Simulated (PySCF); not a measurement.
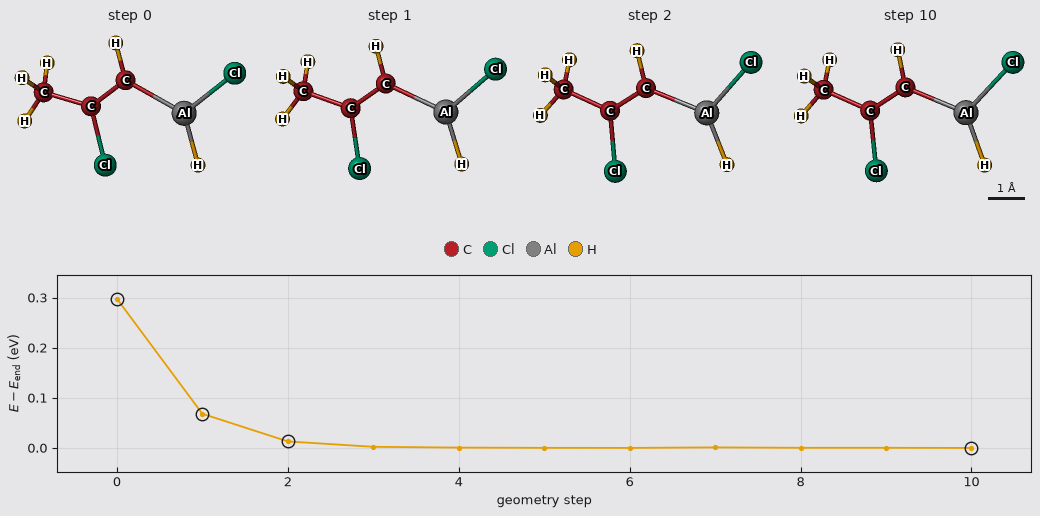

Frames of a relaxation of C3H5AlCl2, marked on the history of the run. Style: ball-and-stick. Shown at a tilt.

The start comes from GFN2-xTB. Its atoms were then displaced at random by about 0.01 Å.

These are results of PySCF 2.14.0, density-fitted response routines, PBE0-D3(BJ)/def2-SVP geometry optimisation, gas phase, not measurements. 

> What happens along the run?

After 10 geometry steps the energy has fallen by 0.298 eV. The atom that moves furthest after the best rigid fit is a Cl atom (0.34 Å). Largest moves by element: Cl 0.34 Å, H 0.22 Å, C 0.20 Å, Al 0.08 Å. Among the contacts that change: Al–Cl 2.982 → 3.391 Å, Al–Cl 2.038 → 2.115 Å, Al–H 1.525 → 1.574 Å, C–C 1.468 → 1.501 Å. Bond angles that change, for instance: Al–C–H 129.3° → 118.9°, C–C–Al 117.0° → 127.2°, Cl–C–C 114.7° → 120.1°. Cost: 68 s on 1 thread of Arm Neoverse V1, with other jobs on the host. From step 0 to 1: a Cl atom moves most (0.21 Å), energy −0.230 eV. From step 1 to 2: a Cl atom moves most (0.23 Å), energy −0.055 eV. From step 2 to 10: a Cl atom moves most (0.07 Å), energy −0.013 eV.
